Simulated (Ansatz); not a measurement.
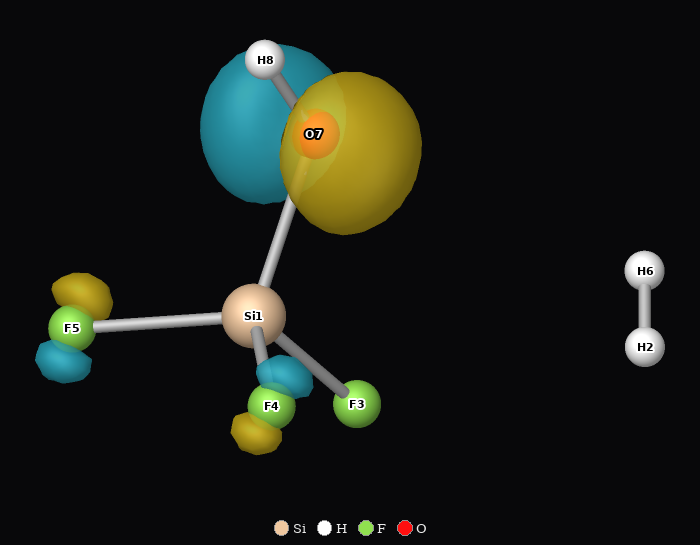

F3HOSi···H2. The HOMO at ±0.3 Å⁻³ᐟ² (yellow and cyan are the two phases), seen at a tilt.

The product side of a reaction path; geometry: PBE0-D4/def2-TZVP.

The calculation used RKS PBE0-D4/def2-TZVPP (Ansatz).

Input

```
crystal:
  periodic: [false, false, false]
  atoms:
    - {symbol: Si, position_ang: [-0.211626, 0.909138, -0.080695]}
    - {symbol: H, position_ang: [-0.691727, -2.562468, 0.003508]}
    - {symbol: F, position_ang: [-0.837162, 0.484675, -1.450763]}
    - {symbol: F, position_ang: [-1.122514, 0.372871, 1.082909]}
    - {symbol: F, position_ang: [-0.231333, 2.478295, 0.018474]}
    - {symbol: H, position_ang: [-0.014606, -2.472484, -0.297716]}
    - {symbol: O, position_ang: [1.277682, 0.314969, -0.020278]}
    - {symbol: H, position_ang: [1.831287, 0.474803, 0.744562]}
basis:
  gaussian: {orbitals: def2-TZVPP}
hamiltonian: {xc: pbe0, dispersion: d4}
output: {orbitals: {seedname: orbitals}}
```

Command:

```sh
ansatz run in.yaml --threads 4 --pin off --events-out ev --progress --plain --max-ram 9574MiB
```

**Describe this orbital and give its energy.**

It lies mainly on O7 (about 75 %); largely a lone pair of O7. Its energy is −10.68 eV.
